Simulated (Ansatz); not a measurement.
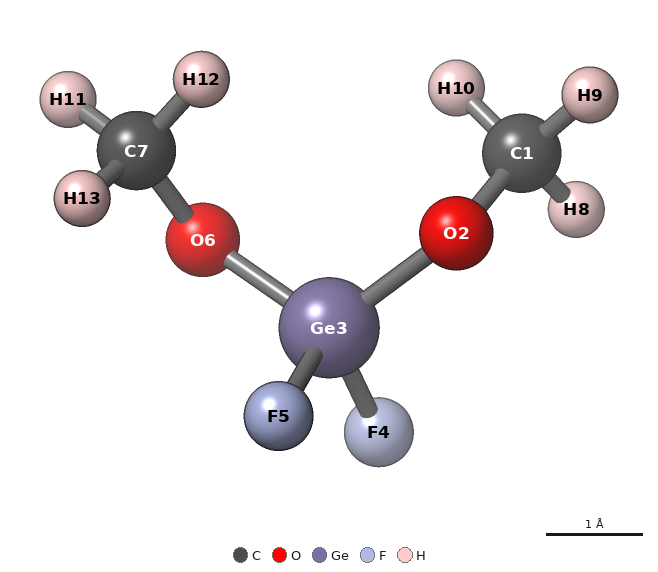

Orthographic view. Depth is shown by fading: the farther an atom, the more it takes the colour of the background. The geometry was computed by an optimisation with PBE-D4/def2-SVP. No frequency run is at hand to confirm it as a minimum.

Write a Z-matrix (Å, degrees) in the order of the atom numbers, with these reference atoms: 2 to 1; 3 to 2, 1; 4 to 3, 2, 1; 5 to 3, 4, 2; 6 to 3, 4, 5; 7 to 6, 3, 4; 8 to 1, 2, 3; 9 to 1, 8, 2; 10 to 1, 9, 8; 11 to 7, 6, 3; 12 to 7, 11, 6; 13 to 7, 11, 12.

```
C  
O    1   1.429
Ge   2   1.767   1   118.5
F    3   1.735   2   111.5   1    59.9
F    3   1.735   4   108.4   2  -115.8
O    3   1.767   4   105.7   5  -119.6
C    6   1.429   3   118.6   4   176.1
H    1   1.112   2   111.9   3   -67.5
H    1   1.108   8   108.4   2   117.9
H    1   1.113   9   108.3   8  -117.5
H    7   1.108   6   107.3   3   174.6
H    7   1.113  11   108.3   6   121.6
H    7   1.112  11   108.4  12   117.4
```
